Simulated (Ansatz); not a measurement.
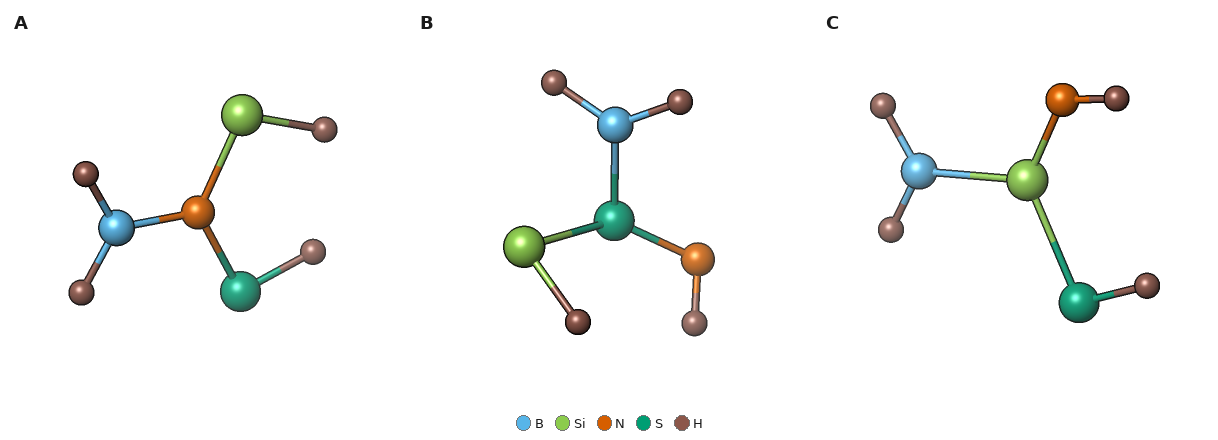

3 stationary structures of one formula. Geometries: PBE0-D4/def2-TZVP. Electronic energies: RHF-CCSD(T) (frozen core)/def2-TZVPP (Ansatz 0.2.0), without zero-point energy. No frequency run is at hand to confirm each as a minimum. Each is one conformer, not always the lowest.

Which structure is the most stable?

C is lowest (Cs); A lies 2.5 kcal/mol above it (Cs), B lies 56.6 kcal/mol above it (C1).
